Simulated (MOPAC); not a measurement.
## Frequency calculation of C2H8OSn (part 3 of 3)

Continued. System: C2H8OSn, SMILES [CH3][SnH]([CH3])[OH]. Method: PM6-D3H4X, closed shell, dispersion D3H4X (MOPAC 23.2.5). The geometry was optimised with PM6-D3H4X.

Geometry of the input (Å):
```
C  -0.6425  1.0668  -1.4174
Sn -0.5198  -0.1009  0.3803
C  1.5278  -0.2330  1.0125
O  -0.9983  -1.9713  -0.1935
H  -1.3289  0.5512  -2.1093
H  -1.0286  2.0671  -1.1753
H  0.3582  1.1424  -1.8680
H  -1.6351  0.2744  1.5769
H  1.6676  0.3703  1.9208
H  1.7483  -1.2927  1.2230
H  2.1796  0.1337  0.2059
H  -0.5132  -2.3888  -0.8624
```

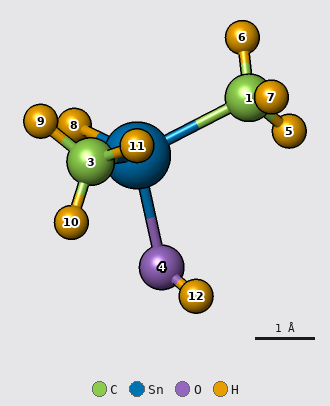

*The structure (ball-and-stick view, seen at a tilt; atoms are numbered from 1 in the order of the input). Sticks mark near contacts.*

Log, continued
```
 VIBRATION          1    1A"          ATOM PAIR      ENERGY CONTRIBUTION    RADIAL
 FREQUENCY           -92.51         C  3 -- H 11         +17.0% (-99.9%)      1.7%
 TRANSITION DIPOLE   0.0533         C  1 -- H  7         +16.9% (-99.9%)      0.2%
 TRAVEL (Ang.)       0.0000         C  3 -- H  9         +16.4% (-99.9%)      0.1%
 REDUCED MASS        0.1644         C  1 -- H  6         +16.4% (-99.9%)      1.3%
 EFFECTIVE MASS      5.6796         C  3 -- H 10         +16.2% (-99.9%)      2.7%
 FORCE CONSTANT     -0.0008         C  1 -- H  5         +16.1% (-99.9%)      0.7%

 VIBRATION          2    1A'          ATOM PAIR      ENERGY CONTRIBUTION    RADIAL
 FREQUENCY           -78.43         C  1 -- H  6         +16.9% (-99.9%)      0.4%
 TRANSITION DIPOLE   0.0545         C  3 -- H  9         +16.9% (-99.9%)      2.2%
 TRAVEL (Ang.)       0.0000         C  1 -- H  5         +16.2% (-99.9%)      1.4%
 REDUCED MASS        0.1705         C  1 -- H  7         +16.1% (-99.9%)      0.1%
 EFFECTIVE MASS     23.9828         C  3 -- H 10         +16.1% (-99.9%)      0.1%
 FORCE CONSTANT     -0.0006         C  3 -- H 11         +16.1% (-99.9%)      1.3%

 VIBRATION          3    2A"          ATOM PAIR      ENERGY CONTRIBUTION    RADIAL
 FREQUENCY           142.57         Sn 2 -- C  3         +14.3% (206.6%)     12.2%
 TRANSITION DIPOLE   0.3093         C  1 -- Sn 2         +14.3% (206.5%)     12.0%
 TRAVEL (Ang.)       0.5371         C  3 -- H 11         +12.6% (194.0%)      1.6%
 REDUCED MASS        1.6395         C  1 -- H  7         +12.6% (193.8%)      0.2%
 EFFECTIVE MASS     75.9525         C  3 -- H 10         +11.1% (181.9%)     85.6%
 FORCE CONSTANT      0.0196         C  1 -- H  5         +11.1% (181.8%)     80.2%
                            C  3 -- H  9         +10.1% (173.2%)     83.3%
                            C  1 -- H  6         +10.1% (173.1%)     89.0%

 VIBRATION          4    2A'          ATOM PAIR      ENERGY CONTRIBUTION    RADIAL
 FREQUENCY           146.35         Sn 2 -- C  3         +14.7% (342.4%)      1.9%
 TRANSITION DIPOLE   0.2690         C  1 -- Sn 2         +14.7% (342.3%)      2.0%
 TRAVEL (Ang.)       0.4024         C  3 -- H  9         +12.9% (320.0%)      0.8%
 REDUCED MASS        2.8453         C  1 -- H  6         +12.9% (320.0%)      0.0%
 EFFECTIVE MASS    177.3133         C  3 -- H 11         +11.3% (299.8%)     85.8%
 FORCE CONSTANT      0.0359         C  1 -- H  7         +11.3% (299.8%)     79.8%
                            C  3 -- H 10         +10.7% (291.8%)     79.0%
                            C  1 -- H  5         +10.7% (291.7%)     85.3%

 VIBRATION          5    3A'          ATOM PAIR      ENERGY CONTRIBUTION    RADIAL
 FREQUENCY           162.89         C  1 -- Sn 2         +14.6% (246.5%)      1.8%
 TRANSITION DIPOLE   0.6542         Sn 2 -- C  3         +14.6% (246.4%)      1.8%
 TRAVEL (Ang.)       0.2451         C  1 -- H  5         +11.7% (220.5%)     15.2%
 REDUCED MASS        6.8903         C  3 -- H 10         +11.7% (220.4%)     21.7%
 EFFECTIVE MASS    172.9888         C  1 -- H  7         +10.7% (210.7%)     34.7%
 FORCE CONSTANT      0.1077         C  3 -- H 11         +10.7% (210.6%)     27.1%

 VIBRATION          6    3A"          ATOM PAIR      ENERGY CONTRIBUTION    RADIAL
 FREQUENCY           191.57         O  4 -- H 12         +14.7% ( 91.7%)      0.0%
 TRANSITION DIPOLE   1.2441         C  1 -- Sn 2         +11.1% ( 79.9%)     11.6%
 TRAVEL (Ang.)       0.3864         Sn 2 -- C  3         +11.1% ( 79.8%)     11.9%
 REDUCED MASS        2.3575         C  1 -- H  7         +10.4% ( 77.0%)     13.1%
 EFFECTIVE MASS     18.4145         C  3 -- H 11         +10.3% ( 77.0%)     18.4%
 FORCE CONSTANT      0.0510         C  1 -- H  5         +10.2% ( 76.5%)     81.0%
                            C  3 -- H 10         +10.2% ( 76.5%)     87.1%

 VIBRATION          7    4A'          ATOM PAIR      ENERGY CONTRIBUTION    RADIAL
 FREQUENCY           432.45         Sn 2 -- O  4         +61.1% (119.0%)     99.6%
 TRANSITION DIPOLE   3.0829         O  4 -- H 12         +34.7% ( 89.6%)      8.2%
 TRAVEL (Ang.)       0.1077         Sn 2 -- H  8          +1.2% ( 17.0%)      3.3%
 REDUCED MASS       13.4314         C  1 -- Sn 2          +1.2% ( 16.4%)      8.1%
 EFFECTIVE MASS     26.9001
 FORCE CONSTANT      1.4800

 VIBRATION          8    5A'          ATOM PAIR      ENERGY CONTRIBUTION    RADIAL
 FREQUENCY           551.99         Sn 2 -- H  8         +80.7% ( 97.5%)      0.1%
 TRANSITION DIPOLE   0.4420         O  4 -- H 12          +6.4% ( 27.5%)      2.9%
 TRAVEL (Ang.)       0.3789         C  1 -- H  6          +2.0% ( 15.3%)      5.1%
 REDUCED MASS        0.8511         C  3 -- H  9          +2.0% ( 15.3%)      5.7%
 EFFECTIVE MASS      1.9327
 FORCE CONSTANT      0.1528

 VIBRATION          9    4A"          ATOM PAIR      ENERGY CONTRIBUTION    RADIAL
 FREQUENCY           559.91         Sn 2 -- H  8         +57.5% ( 94.8%)      0.0%
 TRANSITION DIPOLE   0.9035         C  3 -- H 11          +6.4% ( 31.7%)     97.6%
 TRAVEL (Ang.)       0.3467         C  1 -- H  7          +6.4% ( 31.7%)     98.0%
 REDUCED MASS        1.0016         Sn 2 -- C  3          +5.5% ( 29.3%)     85.3%
 EFFECTIVE MASS      4.7532
 FORCE CONSTANT      0.1850

 VIBRATION         10    6A'          ATOM PAIR      ENERGY CONTRIBUTION    RADIAL
 FREQUENCY           582.35         Sn 2 -- C  3         +15.0% ( 87.6%)     94.8%
 TRANSITION DIPOLE   0.5293         C  1 -- Sn 2         +15.0% ( 87.6%)     94.8%
 TRAVEL (Ang.)       0.1686         C  3 -- H 11         +11.8% ( 77.7%)      7.8%
 REDUCED MASS        4.0744         C  1 -- H  7         +11.8% ( 77.6%)      7.8%
 EFFECTIVE MASS     18.1056         C  3 -- H  9         +11.5% ( 76.6%)     11.8%
 FORCE CONSTANT      0.8141         C  1 -- H  6         +11.5% ( 76.6%)     11.4%
                            C  1 -- H  5         +11.4% ( 76.3%)     12.4%
                            C  3 -- H 10         +11.4% ( 76.3%)     12.0%

 VIBRATION         11    5A"          ATOM PAIR      ENERGY CONTRIBUTION    RADIAL
 FREQUENCY           600.71         Sn 2 -- C  3         +15.3% ( 81.2%)     95.7%
 TRANSITION DIPOLE   0.7040         C  1 -- Sn 2         +15.3% ( 81.2%)     95.6%
 TRAVEL (Ang.)       0.1678         C  3 -- H 11         +11.2% ( 69.3%)     10.1%
 REDUCED MASS        3.9883         C  1 -- H  7         +11.2% ( 69.3%)     10.0%
 EFFECTIVE MASS     18.1629         C  3 -- H  9         +11.1% ( 69.2%)     11.3%
 FORCE CONSTANT      0.8479         C  3 -- H 10         +11.1% ( 69.2%)     10.0%
                            C  1 -- H  5         +11.1% ( 69.2%)     10.4%
                            C  1 -- H  6         +11.1% ( 69.1%)     11.2%

 VIBRATION         12    6A"          ATOM PAIR      ENERGY CONTRIBUTION    RADIAL
 FREQUENCY           798.23         C  3 -- H 10         +23.3% ( 67.6%)      9.4%
 TRANSITION DIPOLE   0.3557         C  1 -- H  5         +23.2% ( 67.5%)      8.4%
 TRAVEL (Ang.)       0.5597         C  3 -- H  9         +15.3% ( 54.7%)      4.7%
 REDUCED MASS        0.2696         C  1 -- H  6         +15.2% ( 54.7%)      6.9%
 EFFECTIVE MASS      2.6003
 FORCE CONSTANT      0.1012

 VIBRATION         13    7A"          ATOM PAIR      ENERGY CONTRIBUTION    RADIAL
 FREQUENCY           811.49         C  3 -- H 11         +22.7% ( 65.3%)      8.5%
 TRANSITION DIPOLE   0.6564         C  1 -- H  7         +22.7% ( 65.3%)      9.4%
 TRAVEL (Ang.)       0.5684         C  1 -- H  6         +15.4% ( 53.8%)      6.5%
 REDUCED MASS        0.2572         C  3 -- H  9         +15.3% ( 53.7%)      8.3%
 EFFECTIVE MASS      2.6691
 FORCE CONSTANT      0.0998

 VIBRATION         14    7A'          ATOM PAIR      ENERGY CONTRIBUTION    RADIAL
 FREQUENCY           823.22         C  3 -- H  9         +20.5% ( 59.8%)      8.2%
 TRANSITION DIPOLE   0.9922         C  1 -- H  6         +20.5% ( 59.8%)      9.3%
 TRAVEL (Ang.)       0.5976         C  3 -- H 10         +15.8% ( 52.4%)      9.0%
 REDUCED MASS        0.2294         C  1 -- H  5         +15.7% ( 52.3%)      7.1%
 EFFECTIVE MASS      2.6836
 FORCE CONSTANT      0.0916

 VIBRATION         15    8A'          ATOM PAIR      ENERGY CONTRIBUTION    RADIAL
 FREQUENCY           836.13         C  1 -- H  7         +20.8% ( 60.8%)     10.8%
 TRANSITION DIPOLE   0.5851         C  3 -- H 11         +20.8% ( 60.7%)     11.3%
 TRAVEL (Ang.)       0.5634         C  1 -- H  5         +15.2% ( 51.9%)      6.4%
 REDUCED MASS        0.2540         C  3 -- H 10         +15.1% ( 51.7%)      4.9%
 EFFECTIVE MASS      2.9316
 FORCE CONSTANT      0.1046

 VIBRATION         16    9A'          ATOM PAIR      ENERGY CONTRIBUTION    RADIAL
 FREQUENCY           858.41         O  4 -- H 12         +65.7% ( 85.8%)     11.6%
 TRANSITION DIPOLE   0.7779         C  3 -- H  9          +7.0% ( 27.9%)      6.4%
 TRAVEL (Ang.)       0.3555         C  1 -- H  6          +6.9% ( 27.9%)      5.6%
 REDUCED MASS        0.6216         C  1 -- H  7          +5.0% ( 23.7%)     11.8%
 EFFECTIVE MASS      2.6571
 FORCE CONSTANT      0.2699

 VIBRATION         17    8A"          ATOM PAIR      ENERGY CONTRIBUTION    RADIAL
 FREQUENCY          1306.03         C  3 -- H 11         +16.5% ( 38.4%)      2.2%
 TRANSITION DIPOLE   1.3510         C  1 -- H  7         +16.5% ( 38.3%)      2.3%
 TRAVEL (Ang.)       0.4536         C  3 -- H 10         +15.9% ( 37.7%)      2.0%
 REDUCED MASS        0.2509         C  1 -- H  5         +15.9% ( 37.6%)      2.0%
 EFFECTIVE MASS      2.0405         C  3 -- H  9         +14.7% ( 36.1%)      1.6%
 FORCE CONSTANT      0.2522         C  1 -- H  6         +14.6% ( 36.0%)      1.5%

 VIBRATION         18   10A'          ATOM PAIR      ENERGY CONTRIBUTION    RADIAL
 FREQUENCY          1314.04         C  1 -- H  7         +17.3% ( 39.0%)      2.1%
 TRANSITION DIPOLE   0.9389         C  3 -- H 11         +17.3% ( 38.9%)      2.1%
 TRAVEL (Ang.)       0.4550         C  1 -- H  5         +15.1% ( 36.4%)      1.7%
 REDUCED MASS        0.2479         C  3 -- H 10         +15.1% ( 36.4%)      1.8%
 EFFECTIVE MASS      2.0314         C  1 -- H  6         +14.6% ( 35.8%)      1.8%
 FORCE CONSTANT      0.2522         C  3 -- H  9         +14.6% ( 35.7%)      1.7%

 VIBRATION         19    9A"          ATOM PAIR      ENERGY CONTRIBUTION    RADIAL
 FREQUENCY          1341.65         C  1 -- H  6         +24.8% ( 43.8%)      0.7%
 TRANSITION DIPOLE   0.5098         C  3 -- H  9         +24.8% ( 43.8%)      0.0%
 TRAVEL (Ang.)       0.4703         C  1 -- H  7         +17.6% ( 36.9%)      4.7%
 REDUCED MASS        0.2272         C  3 -- H 11         +17.6% ( 36.9%)      8.8%
 EFFECTIVE MASS      1.6438
 FORCE CONSTANT      0.2410

 VIBRATION         20   11A'          ATOM PAIR      ENERGY CONTRIBUTION    RADIAL
 FREQUENCY          1346.23         C  1 -- H  6         +27.0% ( 45.7%)      0.1%
 TRANSITION DIPOLE   0.7762         C  3 -- H  9         +26.9% ( 45.6%)      1.3%
 TRAVEL (Ang.)       0.4659         C  1 -- H  5         +12.7% ( 31.3%)     11.1%
 REDUCED MASS        0.2308         C  3 -- H 10         +12.6% ( 31.2%)      6.5%
 EFFECTIVE MASS      1.6854
 FORCE CONSTANT      0.2464

 VIBRATION         21   10A"          ATOM PAIR      ENERGY CONTRIBUTION    RADIAL
 FREQUENCY          1347.02         C  3 -- H 10         +26.4% ( 45.2%)      1.6%
 TRANSITION DIPOLE   0.4053         C  1 -- H  5         +26.2% ( 45.1%)      0.2%
 TRAVEL (Ang.)       0.4722         C  3 -- H 11         +14.3% ( 33.3%)      3.0%
 REDUCED MASS        0.2246         C  1 -- H  7         +14.3% ( 33.2%)      6.4%
 EFFECTIVE MASS      1.6455
 FORCE CONSTANT      0.2401

 VIBRATION         22   12A'          ATOM PAIR      ENERGY CONTRIBUTION    RADIAL
 FREQUENCY          1351.94         C  1 -- H  7         +24.0% ( 43.1%)      1.2%
 TRANSITION DIPOLE   1.0177         C  3 -- H 11         +23.9% ( 43.1%)      0.1%
 TRAVEL (Ang.)       0.4653         C  1 -- H  5         +19.1% ( 38.5%)      3.0%
 REDUCED MASS        0.2304         C  3 -- H 10         +19.0% ( 38.4%)      6.6%
 EFFECTIVE MASS      1.6878
 FORCE CONSTANT      0.2481

 VIBRATION         23   13A'          ATOM PAIR      ENERGY CONTRIBUTION    RADIAL
 FREQUENCY          2431.52         O  4 -- H 12         +99.6% (100.0%)     97.7%
 TRANSITION DIPOLE   1.2648         Sn 2 -- O  4          +0.3% (  5.8%)     39.7%
 TRAVEL (Ang.)       0.1710
 REDUCED MASS        0.9486
 EFFECTIVE MASS      1.3378
 FORCE CONSTANT      3.3045

 VIBRATION         24   14A'          ATOM PAIR      ENERGY CONTRIBUTION    RADIAL
 FREQUENCY          2528.89         Sn 2 -- H  8         +99.9% (100.0%)    100.0%
 TRANSITION DIPOLE   0.2591
 TRAVEL (Ang.)       0.1634
 REDUCED MASS        0.9982
 EFFECTIVE MASS      1.1809
 FORCE CONSTANT      3.7614

 VIBRATION         25   11A"          ATOM PAIR      ENERGY CONTRIBUTION    RADIAL
 FREQUENCY          2694.42         C  3 -- H 10         +32.9% ( 59.5%)     99.4%
 TRANSITION DIPOLE   0.4043         C  1 -- H  5         +31.8% ( 58.5%)     99.3%
 TRAVEL (Ang.)       0.3113         C  3 -- H  9         +14.0% ( 38.9%)     89.2%
 REDUCED MASS        0.2582         C  1 -- H  6         +13.6% ( 38.3%)     93.8%
 EFFECTIVE MASS      1.4638
 FORCE CONSTANT      1.1043

 VIBRATION         26   15A'          ATOM PAIR      ENERGY CONTRIBUTION    RADIAL
 FREQUENCY          2695.12         C  1 -- H  5         +32.0% ( 58.7%)     99.1%
 TRANSITION DIPOLE   0.9735         C  3 -- H 10         +31.0% ( 57.8%)     99.4%
 TRAVEL (Ang.)       0.3117         C  1 -- H  6         +15.9% ( 41.4%)     94.9%
 REDUCED MASS        0.2575         C  3 -- H  9         +15.4% ( 40.8%)     90.6%
 EFFECTIVE MASS      1.4689
 FORCE CONSTANT      1.1019

 VIBRATION         27   12A"          ATOM PAIR      ENERGY CONTRIBUTION    RADIAL
 FREQUENCY          2703.12         C  3 -- H 11         +28.4% ( 55.3%)     97.0%
 TRANSITION DIPOLE   0.5023         C  1 -- H  7         +28.2% ( 55.2%)     98.9%
 TRAVEL (Ang.)       0.3192         C  3 -- H  9         +19.5% ( 45.8%)     98.6%
 REDUCED MASS        0.2449         C  1 -- H  6         +19.3% ( 45.7%)     96.3%
 EFFECTIVE MASS      1.4630
 FORCE CONSTANT      1.0542

 VIBRATION         28   16A'          ATOM PAIR      ENERGY CONTRIBUTION    RADIAL
 FREQUENCY          2705.67         C  1 -- H  7         +29.1% ( 56.0%)     99.0%
 TRANSITION DIPOLE   0.8435         C  3 -- H 11         +28.9% ( 55.8%)     97.3%
 TRAVEL (Ang.)       0.3211         C  1 -- H  6         +17.8% ( 43.8%)     95.5%
 REDUCED MASS        0.2417         C  3 -- H  9         +17.7% ( 43.6%)     98.1%
 EFFECTIVE MASS      1.4684
 FORCE CONSTANT      1.0427

 VIBRATION         29   13A"          ATOM PAIR      ENERGY CONTRIBUTION    RADIAL
 FREQUENCY          2875.23         C  3 -- H 11         +19.6% ( 41.6%)     98.2%
 TRANSITION DIPOLE   0.8016         C  3 -- H  9         +17.6% ( 39.4%)     97.6%
 TRAVEL (Ang.)       0.3757         C  1 -- H  7         +17.0% ( 38.7%)     98.7%
 REDUCED MASS        0.1662         C  3 -- H 10         +16.4% ( 38.0%)     97.5%
 EFFECTIVE MASS      1.0789         C  1 -- H  6         +15.2% ( 36.6%)     98.4%
 FORCE CONSTANT      0.8094         C  1 -- H  5         +14.2% ( 35.4%)     98.1%

 VIBRATION         30   17A'          ATOM PAIR      ENERGY CONTRIBUTION    RADIAL
 FREQUENCY          2878.70         C  1 -- H  7         +19.9% ( 41.9%)     98.5%
 TRANSITION DIPOLE   0.5383         C  1 -- H  6         +17.4% ( 39.1%)     98.1%
 TRAVEL (Ang.)       0.3754         C  3 -- H 11         +17.3% ( 39.0%)     98.0%
 REDUCED MASS        0.1662         C  1 -- H  5         +16.2% ( 37.7%)     97.9%
 EFFECTIVE MASS      1.0839         C  3 -- H  9         +15.0% ( 36.4%)     97.4%
 FORCE CONSTANT      0.8116         C  3 -- H 10         +14.0% ( 35.1%)     97.3%

      SYMMETRY NUMBER FOR POINT-GROUP Cs  =  1

          SYSTEM IS A GROUND STATE

 [CH3][SnH]([CH3])[OH]
 PM6-D3H4X frequencies

          MOLECULE IS NOT LINEAR

          THERE ARE 30 GENUINE VIBRATIONS IN THIS SYSTEM
          THIS THERMODYNAMICS CALCULATION IS LIMITED TO
          MOLECULES WHICH HAVE NO INTERNAL ROTATIONS

                    CALCULATED THERMODYNAMIC PROPERTIES
                                          *
   TEMP. (K)   PARTITION FUNCTION   H.O.F.    ENTHALPY  HEAT CAPACITY ENTROPY
                                   KCAL/MOL   CAL/MOLE    CAL/K/MOL  CAL/K/MOL

 298.00  VIB.     0.1746D+03                  3400.5105    21.0710    21.6701
         ROT.     0.1325D+06                   888.2803     2.9808    26.4188
         INT.     0.2314D+08                  4288.7908    24.0518    48.0890
         TRA.     0.2082D+28                  1480.4672     4.9680    41.2404
         TOT.                      -29.163    5769.2580    29.0198    89.3294

 298.00  VIB.     0.1746D+03                  3400.5105    21.0710    21.6701
         ROT.     0.1325D+06                   888.2803     2.9808    26.4188
         INT.     0.2314D+08                  4288.7908    24.0518    48.0890
         TRA.     0.2082D+28                  1480.4672     4.9680    41.2404
         TOT.                      -29.163    5769.2580    29.0198    89.3294

 398.00  VIB.     0.1144D+04                  5774.6323    26.2478    28.5037
         ROT.     0.2045D+06                  1186.3609     2.9808    27.2814
         INT.     0.2340D+09                  6960.9932    29.2286    55.7851
         TRA.     0.3214D+28                  1977.2682     4.9680    42.6779
         TOT.                      -25.994    8938.2614    34.1967    98.4630

   *: NOTE: HEATS OF FORMATION ARE RELATIVE TO THE
            ELEMENTS IN THEIR STANDARD STATE AT 298K
              (=  Standard Enthalpy of Formation).

            Hvib:  Zero-point energy is not included.
                   frequencies of less than zero cm-1 are not included.
            Hrot = (3/2)RT
            Htra = (3/2)RT + pV = (5/2)RT

            Heat capacity is Cp, not Cv

           FORCE CONSTANT IN CARTESIAN COORDINATES (Millidynes/A)

    ATOM   CHEMICAL       X               Y               Z
   NUMBER   SYMBOL  FORCE CONSTANT  FORCE CONSTANT  FORCE CONSTANT

      1       C        4.415061        5.927427        5.928488
      2      Sn        4.460605        4.704613        4.153599
      3       C        5.735983        4.606031        5.928962
      4       O        0.542810        0.907949        3.707914
      5       H        0.906943        2.316643        2.199548
      6       H        0.955893        0.800315        3.674940
      7       H        0.973557        3.631230        0.897363
      8       H        0.871261        1.554599        1.717924
      9       H        0.986694        0.760082        3.684373
     10       H        2.646497        0.588064        2.188572
     11       H        2.663126        1.939798        0.899227
     12       H        0.313390        0.612887        2.815100

 *                    *
 * JOB ENDED NORMALLY *
 *                    *

 TOTAL JOB TIME:             0.23 SECONDS

 == MOPAC DONE ==
```

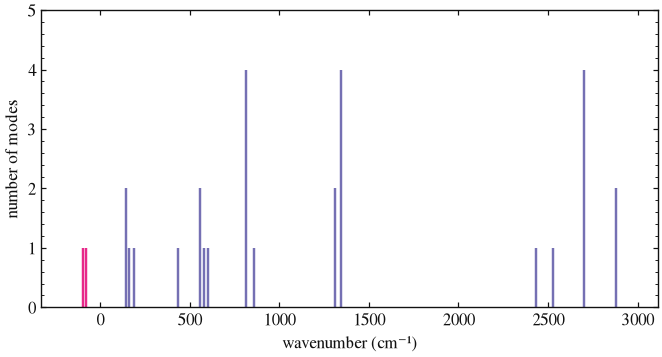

*Harmonic vibrational wavenumbers from the force constants; neighbouring modes closer than 14 cm⁻¹ are counted in one stick, and imaginary ones are drawn at negative wavenumbers.*

30 modes from 93i to 2879 cm⁻¹, 2 imaginary beyond 8i (93i, 78i cm⁻¹): not a minimum.

Summary

```csv
quantity,value
outcome,converged
heat of formation,−29.16 kcal/mol
basis functions,24
zero-point energy,0.084333 hartree
"wavenumbers, lowest and highest",93i and 2879 cm⁻¹
peak memory,0.071 GiB
```

Notes

MOPAC's energies along a path are heats of formation.
